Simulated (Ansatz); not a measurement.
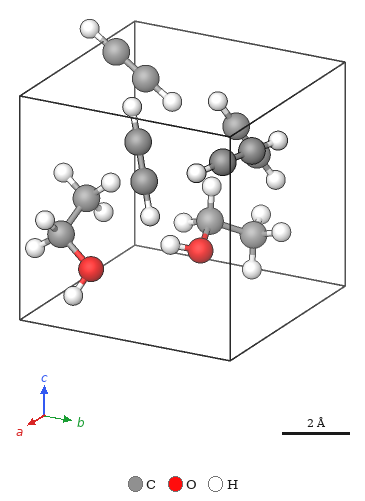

Starting frame of a dynamics run of a periodic cell with 2 CH3CH2OH + 4 C2H2 at 0.86 g/cm³. The picture is a ball-and-stick view of the simulation cell, seen from a free direction.

Theory: DFT PBE-D3(BJ), scalar-relativistic, plane waves, PAW (Ansatz 0.2.0).

The input:
```yaml
accuracy: low
crystal:
  lattice:
    - [7.23807, 0.0, 0.0]
    - [0.0, 7.23807, 0.0]
    - [0.0, 0.0, 7.23807]
  atoms:
    - { symbol: C, position: [0.02849166, 0.57798766, 0.15882024] }
    - { symbol: C, position: [0.16848195, 0.44757622, 0.24397402] }
    - { symbol: O, position: [0.3496195, 0.50146139, 0.18239894] }
    - { symbol: H, position: [0.43629461, 0.40550225, 0.21925156] }
    - { symbol: H, position: [0.16113214, 0.45168008, 0.39628303] }
    - { symbol: H, position: [0.1379511, 0.30523042, 0.20032353] }
    - { symbol: H, position: [-0.11231616, 0.53642125, 0.19534752] }
    - { symbol: H, position: [0.04918064, 0.7216149, 0.20445458] }
    - { symbol: H, position: [0.03787076, 0.57515299, 0.00725227] }
    - { symbol: C, position: [0.52887596, 0.05702917, 0.39404112] }
    - { symbol: C, position: [0.70882577, 0.03474281, 0.28987446] }
    - { symbol: O, position: [0.73828107, 0.19376401, 0.17298104] }
    - { symbol: H, position: [0.81955361, 0.15313475, 0.07335633] }
    - { symbol: H, position: [0.82462358, 0.0220217, 0.38883962] }
    - { symbol: H, position: [0.70539426, -0.09079843, 0.20386902] }
    - { symbol: H, position: [0.50207618, -0.06690413, 0.47715201] }
    - { symbol: H, position: [0.53471424, 0.17607924, 0.4880138] }
    - { symbol: H, position: [0.41310993, 0.07533403, 0.29701102] }
    - { symbol: C, position: [0.85575572, 0.88464092, 0.81572991] }
    - { symbol: C, position: [0.69726038, 0.93653641, 0.82261188] }
    - { symbol: H, position: [0.55685483, 0.98429305, 0.83066242] }
    - { symbol: H, position: [0.99544238, 0.83623203, 0.80454647] }
    - { symbol: C, position: [0.25633846, 0.04967691, 0.95559532] }
    - { symbol: C, position: [0.24902906, 0.18580083, 0.85888319] }
    - { symbol: H, position: [0.2421145, 0.30840096, 0.77518288] }
    - { symbol: H, position: [0.26382583, -0.07272873, 1.03895325] }
    - { symbol: C, position: [0.70320827, 0.39845323, 0.7663597] }
    - { symbol: C, position: [0.73865599, 0.44647283, 0.61073602] }
    - { symbol: H, position: [0.76774773, 0.49075686, 0.47262279] }
    - { symbol: H, position: [0.67037678, 0.35211966, 0.90365019] }
    - { symbol: C, position: [0.24624379, 0.71360231, 0.61446722] }
    - { symbol: C, position: [0.31719785, 0.65356291, 0.75418921] }
    - { symbol: H, position: [0.38322919, 0.60245694, 0.87857617] }
    - { symbol: H, position: [0.18343805, 0.76841238, 0.4912188] }
basis:
  ecutwfc: 420.0
kpoints:
  mp_grid: { grid: [1, 1, 1] }
hamiltonian:
  xc: pbe
  dispersion: d3bj
scf:
  occupations: { method: fermi_dirac, width: 0.02 }
  lower_state_search: "off"
md:
  timestep: 0.5
  n_steps: 180
  ensemble: nvt_langevin
  temperature: 1000.0
  initial_velocities: maxwell_boltzmann
  seed: 517468
  friction: 0.02
```

Run as
```bash
ansatz run input.yaml --threads 1 --pin off --max-ram 3072MiB --backend cpu --events-out ev --progress --plain --runs-dir out
```

Q: What does the trajectory do?

A: The mean temperature in the second half is 836 K (standard deviation 101 K). The potential energy in the second half lies on average 89.4 meV per atom above the first frame. In the second half of the run the atoms are, in the root-mean-square, this far from where they began (common drift taken out): H 0.76 Å, O 0.44 Å, C 0.43 Å. The heavy atoms stay within a fraction of a molecule's size of their starting places, while the hydrogen atoms travel further, as molecules turn; so short a run doesn't tell a liquid from a solid.

Along the run (each row but the first and the last is the mean over the interval that it begins):

| time (fs) | potential energy (meV/atom) | T (K) |
| --- | --- | --- |
| 0.0 | 0.0 | 971 |
| 11.0 | 73.4 | 600 |
| 22.0 | 70.2 | 748 |
| 33.0 | 71.5 | 701 |
| 44.0 | 84.5 | 725 |
| 55.0 | 82.2 | 862 |
| 66.0 | 91.2 | 869 |
| 77.0 | 97.5 | 871 |
| 88.0 | 96.9 | 855 |

The paths of the atoms:

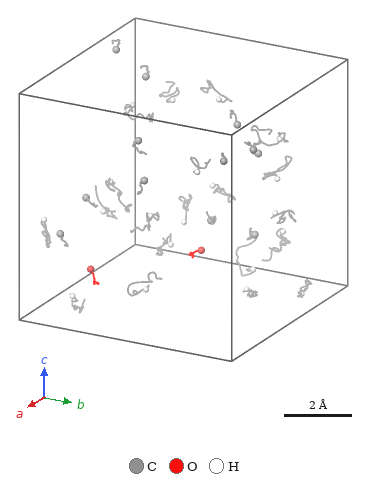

Limits of the set-up: the program's low-accuracy preset was used; the periodic images lie only 7.2 Å apart, so the values are limited by the cell's size.

Cost: 7.3 min on 1 thread of Intel(R) Xeon(R) Platinum 8259CL CPU @ 2.50GHz (Skylake/Cascade Lake) (shared host), peak memory 0.48 GiB.
